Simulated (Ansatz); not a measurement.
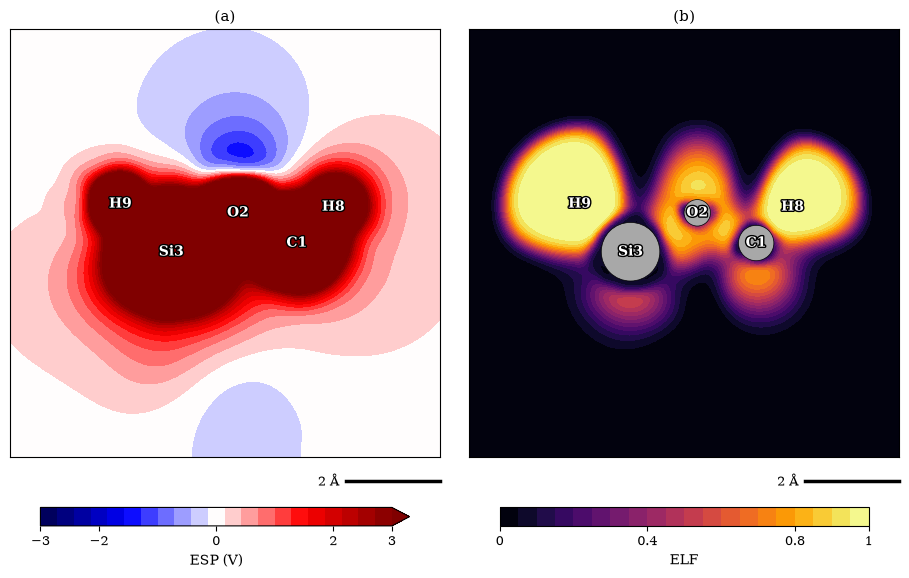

Figure 1: CH7FOSi2. (a) molecular electrostatic potential; (b) ELF on the plane of atoms O2, Si3 and H9. Grey discs cover the atomic cores in the ELF map.

Geometry: PBE0-D4/def2-TZVP.

All numbers below come from RKS PBE0-D4/def2-TZVPP in Ansatz.

```yaml
atoms:
  - { symbol: C, position_ang: [-1.5786, 0.2380, 1.1797] }
  - { symbol: O, position_ang: [-0.4781, -0.6414, 1.2622] }
  - { symbol: Si, position_ang: [0.9860, -0.2904, 0.5996] }
  - { symbol: Si, position_ang: [0.8892, -0.1514, -1.7495] }
  - { symbol: F, position_ang: [-0.1201, 1.0291, -2.1795] }
  - { symbol: H, position_ang: [-1.8703, 0.4252, 0.1400] }
  - { symbol: H, position_ang: [-1.3576, 1.1997, 1.6566] }
  - { symbol: H, position_ang: [-2.4199, -0.2226, 1.6994] }
  - { symbol: H, position_ang: [1.9005, -1.3958, 0.9834] }
  - { symbol: H, position_ang: [1.5143, 0.9990, 1.1368] }
  - { symbol: H, position_ang: [0.3860, -1.4065, -2.3689] }
  - { symbol: H, position_ang: [2.2254, 0.1618, -2.3260] }
```

> What do the fields say about this system?

The plane passes through C, O, Si and H nuclei.
C–O (1.41 Å): the ELF peaks at about 0.90 between the atoms, as expected for a polar covalent bond.
Si–O (1.64 Å): the ELF peaks at about 0.85 between the atoms (a polar covalent bond).
C–H (1.09 Å): the ELF climbs to about 1 towards the hydrogen, as it does in any bond to H (an ordinary covalent bond to hydrogen).
Si–H (1.49 Å): the ELF climbs to about 1 towards the hydrogen.
The ELF also peaks beside O2, away from the bonds: lone-pair regions.
Outside the dense part of the molecule the potential is most negative (−1.4 V) near O2.
